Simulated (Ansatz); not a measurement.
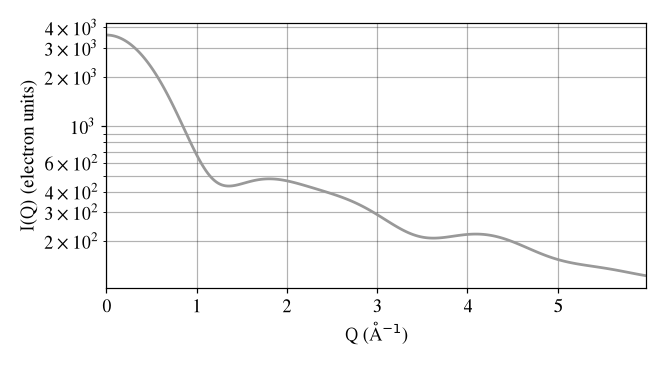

Elastic X-ray scattering of a randomly oriented, rigid molecule, calculated with the Debye equation from neutral-atom form factors (independent atoms, no Compton part, no vibration). The geometry is the end point of an optimisation (UKS PBE-D4/STO-3G in Ansatz); it may be a saddle point or a higher isomer. It contains B, H, Cl, N, F.

Question: How many electrons does the independent-atom model of the molecule hold?

Answer: I(0) is the square of the electron number: I(0) = 3600, so about 60 electrons, the count of BCl2FH5N.

Question: What radius of gyration does the initial fall-off give?

Answer: From I(Q) ≈ I(0) exp(−Q²R²/3) at small Q, R ≈ 2.34 Å. It is larger than the electron-weighted radius of the nuclear positions alone (2.23 Å), because each atom's electron cloud adds to it.
